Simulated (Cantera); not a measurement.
Feed: 1 mol Cu2O, 1.1 mol CO, held at 1.00 bar.

Equilibrium computed with Cantera from the NASA thermochemical tables; the gas is ideal and each condensed phase is pure. Candidate condensed phases: C, Cu, CuO, Cu2O; 15 gas species. Kinetics and transport are ignored.

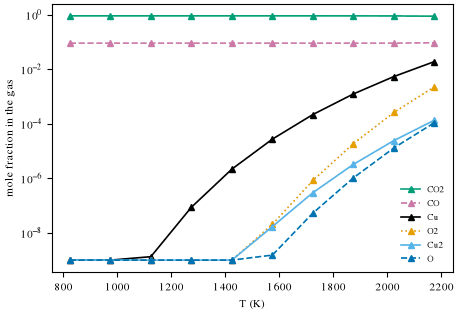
Fig. 1. Equilibrium gas composition (values under 1e-9 drawn at 1e-9)

From 825 K to 1275 K the condensed part is Cu(s). From 1425 K to 2175 K the condensed part is Cu(l).
